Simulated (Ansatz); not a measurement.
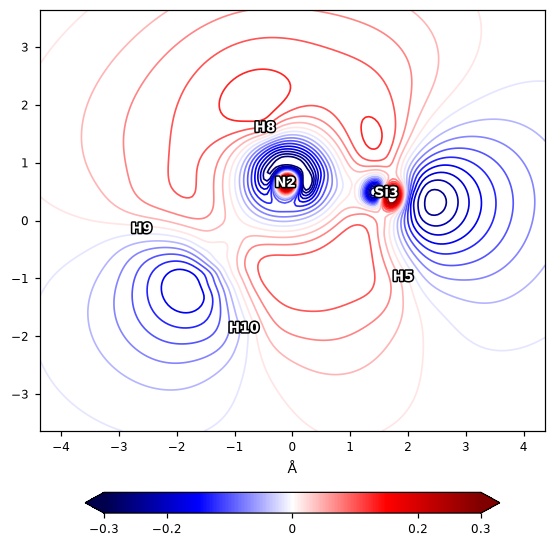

Figure 1: ClH6NSi2 (SMILES [SiH3]N[SiH2]Cl). The LUMO on the plane of atoms N2, Si3 and H5 (values in Å⁻³ᐟ²; the overall sign is arbitrary).

Geometry: B3LYP-D3(BJ)/def2-SVP.

Method: Ansatz 0.2.0, isolated molecule in a Gaussian basis; Kohn-Sham density functional theory, functional PBE0.

Input file:

```
crystal:
  periodic: [false, false, false]
  atoms:
    - {symbol: Cl, position_ang: [2.665652, -1.275656, -0.687897]}
    - {symbol: N, position_ang: [0.908942, 1.383734, -0.743265]}
    - {symbol: Si, position_ang: [-0.785054, 1.145753, -1.125462]}
    - {symbol: Si, position_ang: [1.917361, 0.421497, 0.277064]}
    - {symbol: H, position_ang: [-1.328666, 0.221227, -0.093705]}
    - {symbol: H, position_ang: [-0.994820, 0.552091, -2.479223]}
    - {symbol: H, position_ang: [-1.511992, 2.447822, -1.082173]}
    - {symbol: H, position_ang: [1.407692, 2.044055, -1.338215]}
    - {symbol: H, position_ang: [3.091743, 1.227899, 0.693024]}
    - {symbol: H, position_ang: [1.114672, -0.059755, 1.426179]}
basis:
  gaussian: {orbitals: def2-TZVPD}
hamiltonian: {xc: {name: PBE0}}
output: {forces: true, orbitals: {seedname: orbitals}}
```

Launched as:

```sh
ansatz run input.yaml --threads 2 --pin off --max-ram 4350MiB --events-out events.jsonl --progress --plain --runs-dir runs
```

**Describe this orbital and give its energy.**

Its weight (Hirshfeld) is mainly on Si3 (about 30 %), Si4 (about 20 %), H8 (about 15 %) and N2 (about 10 %). Its energy is −0.38 eV.
